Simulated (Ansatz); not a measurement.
# GeSiH5Cl (SMILES [SiH3][GeH2][Cl]): CAM-B3LYP/def2-SVP

What is the electronic atomisation energy of GeSiH5Cl at CAM-B3LYP/def2-SVP? 

The results are computed with Ansatz 0.2.0.

57 further runs of the same task are left out: 57 set aside as unsound or not needed.

## (1) The structure to begin with

GeSiH5Cl: 8 atoms, total charge 0, spin state singlet. As SMILES, `[SiH3][GeH2][Cl]`. The shape is that of a PBE0-D4/def2-TZVP optimisation.

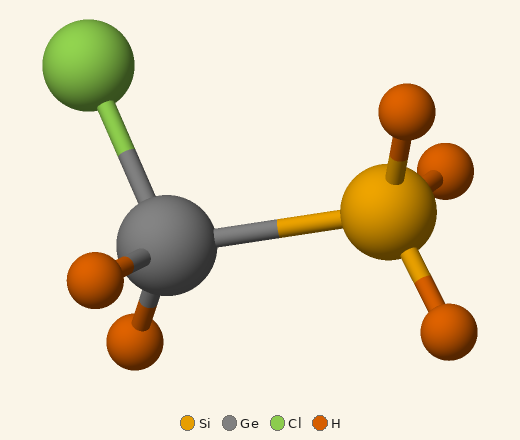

The structure, seen from a chosen angle (silicon amber, germanium grey, chlorine green, hydrogen orange).

## (2) A single-point energy at CAM-B3LYP/def2-SVP

The input, job.yaml:

```yaml
crystal:
  periodic: [false, false, false]
  atoms:
    - {symbol: Si, position_ang: [-0.863600, 0.827300, -0.302500]}
    - {symbol: Ge, position_ang: [0.738300, -0.882000, 0.118400]}
    - {symbol: Cl, position_ang: [1.963100, -0.183700, 1.766200]}
    - {symbol: H, position_ang: [-1.744900, 0.416200, -1.427300]}
    - {symbol: H, position_ang: [-0.149800, 2.078700, -0.658900]}
    - {symbol: H, position_ang: [-1.678500, 1.035600, 0.920200]}
    - {symbol: H, position_ang: [1.703100, -1.135200, -1.051200]}
    - {symbol: H, position_ang: [0.124600, -2.213900, 0.579200]}
basis:
  gaussian: {orbitals: def2-SVP}
hamiltonian: {xc: {name: CAM-B3LYP}}
accuracy: high
output: {orbitals: {seedname: orbitals}}
```

Command:

```sh
$ ansatz run job.yaml --threads 1 --pin off --max-ram 3480MiB --events-out events.jsonl --progress --plain --runs-dir runs
```

Standard output:

```text
Warning: RAYON_NUM_THREADS=1 ignored (pool sized by the plan → 1); use --threads N
Functional definition: CAM-B3LYP
  name "CAM-B3LYP"
  parameter alpha = 0.19
  parameter beta = 0.46
  parameter omega = 0.33/bohr
  parameter ac = 0.81
  exchange = (1 - alpha - beta)*b88_x + beta*b88_x_sr(omega) + alpha*exact_x + beta*exact_x_lr(omega)
  correlation = (1 - ac)*vwn5_c + ac*lyp_c
1916 factors; integrals over basis functions are off by at most 4.8e-9 eV
433 factors; integrals over basis functions are off by at most 1.9e-9 eV
mean field evaluation 1: about -76990.2466 eV, gradient 1.9e1 eV
mean field evaluation 2: about -76990.3864 eV, gradient 1.8e1 eV
mean field evaluation 4: about -76990.8490 eV, gradient 1.1e0 eV
mean field evaluation 8: about -76990.9352 eV, gradient 1.5e-2 eV
mean field evaluation 16: about -76990.9352 eV, gradient 6.3e-6 eV
mean field -76990.93523940 eV, -2829.3646837175 hartree, gradient 3.2e-8 eV, S^2 0.000000; 0 other end points of the search recorded, 0 dependent functions left out
reference -76990.93525974 eV, -2829.3646844651 hartree; 34, 34 occupied and 59, 59 virtual orbitals, 1916 factors
Total energy: -76990.93525974 eV, -2829.3646844651 hartree
```

Run time: 4.2 s. Hardware: 1 thread of AMD EPYC 9R45 (Zen 5), shared host; peak memory 0.41 GiB.

## (3) The Cl atom at the same level

The input, molecule.yaml:

```yaml
crystal:
  periodic: [false, false, false]
  atoms:
    - {symbol: Cl, position_ang: [0.000000, 0.000000, 0.000000]}
basis:
  gaussian:
    orbitals: def2-SVP
magnetization:
  spin_polarized: true
  initial_magnetization: 1
hamiltonian:
  xc: {name: CAM-B3LYP}
accuracy: high
```

Run the same way, it converges to -460.00469 Eh (log not shown).

## (4) The Ge atom at the same level

The input, run.yaml:

```yaml
crystal:
  periodic: [false, false, false]
  atoms:
    - {symbol: Ge, position_ang: [0.000000, 0.000000, 0.000000]}
basis:
  gaussian:
    orbitals: def2-SVP
hamiltonian:
  xc: {name: CAM-B3LYP}
magnetization:
  spin_polarized: true
  initial_magnetization: 2
accuracy: high
```

Command:

```sh
$ ansatz run run.yaml --threads 1 --pin off --max-ram 3480MiB --events-out events.jsonl --progress --plain --runs-dir runs
```

Standard output, shortened:

```text
Warning: RAYON_NUM_THREADS=1 ignored (pool sized by the plan → 1); use --threads N
[... 8 set-up lines as earlier in the session ...]
315 factors; integrals over basis functions are off by at most 3.9e-9 eV
94 factors; integrals over basis functions are off by at most 1.9e-9 eV
mean field evaluation 1: about -56511.8876 eV, gradient 5.8e0 eV
mean field evaluation 2: about -56511.9323 eV, gradient 4.8e0 eV
mean field evaluation 4: about -56511.9684 eV, gradient 4.0e-1 eV
mean field evaluation 8: about -56511.9761 eV, gradient 2.5e-3 eV
mean field evaluation 16: about -56511.9761 eV, gradient 9.6e-8 eV
mean field -56511.97606888 eV, -2076.7768153382 hartree, gradient 9.6e-8 eV, S^2 2.002564; 0 other end points of the search recorded, 0 dependent functions left out
reference -56511.97607943 eV, -2076.7768157259 hartree; 17, 15 occupied and 15, 17 virtual orbitals, 315 factors
Total energy: -56511.97607943 eV, -2076.7768157259 hartree
```

Run time: 0.62 s. Hardware: 1 thread of AMD EPYC 9R45 (Zen 5), shared host.

## (5) The H atom at the same level

The input, input.yaml:

```yaml
crystal:
  periodic: [false, false, false]
  atoms:
    - {symbol: H, position_ang: [0.000000, 0.000000, 0.000000]}
basis:
  gaussian:
    orbitals: def2-SVP
hamiltonian:
  xc: {name: CAM-B3LYP}
accuracy: high
magnetization:
  spin_polarized: true
  initial_magnetization: 1
```

Command:

```sh
$ ansatz run input.yaml --threads 1 --pin off --max-ram 3480MiB --events-out events.jsonl --progress --plain --runs-dir runs
```

Standard output, shortened:

```text
Warning: RAYON_NUM_THREADS=1 ignored (pool sized by the plan → 1); use --threads N
[... 8 set-up lines as earlier in the session ...]
15 factors; integrals over basis functions are off by at most 8.9e-10 eV
15 factors; integrals over basis functions are off by at most 8.1e-10 eV
mean field evaluation 1: about -13.5409 eV, gradient 7.1e-1 eV
mean field evaluation 2: about -13.5417 eV, gradient 7.3e-1 eV
mean field evaluation 4: about -13.5484 eV, gradient 6.7e-5 eV
mean field evaluation 8: about -13.5484 eV, gradient 2.5e-10 eV
mean field -13.54840926 eV, -0.4978948570 hartree, gradient 1.9e-10 eV, S^2 0.750000; 0 other end points of the search recorded, 0 dependent functions left out
reference -13.54841854 eV, -0.4978951979 hartree; 1, 0 occupied and 4, 5 virtual orbitals, 15 factors
Total energy: -13.54841854 eV, -0.4978951979 hartree
```

It took 0.1 s on 1 thread of AMD EPYC 9R45 (Zen 5), shared host.

## (6) The Si atom at the same level

The input, in.yaml:

```yaml
crystal:
  periodic: [false, false, false]
  atoms:
    - {symbol: Si, position_ang: [0.000000, 0.000000, 0.000000]}
basis:
  gaussian:
    orbitals: def2-SVP
magnetization:
  spin_polarized: true
  initial_magnetization: 2
hamiltonian:
  xc: {name: CAM-B3LYP}
accuracy: high
```

Run the same way, it converges to -289.27834 Eh (log not shown).

## (7) Results

Level: CAM-B3LYP/def2-SVP.

```
                     quantity           value
       molecule: total energy  -2829.36468 Eh
        molecule: HOMO energy        -9.27 eV
        molecule: LUMO energy         0.69 eV
      molecule: HOMO–LUMO gap         9.96 eV
        Cl atom: total energy   -460.00469 Eh
                Cl atom: ⟨S²⟩           0.752
        Ge atom: total energy  -2076.77682 Eh
                Ge atom: ⟨S²⟩           2.003
         H atom: total energy     -0.49790 Eh
                 H atom: ⟨S²⟩           0.750
        Si atom: total energy   -289.27834 Eh
                Si atom: ⟨S²⟩           2.003
electronic atomisation energy       22.187 eV
```

What this shows: Taking the molecule apart into free atoms costs 22.19 eV (512 kcal/mol), before zero-point energy and without spin-orbit coupling.
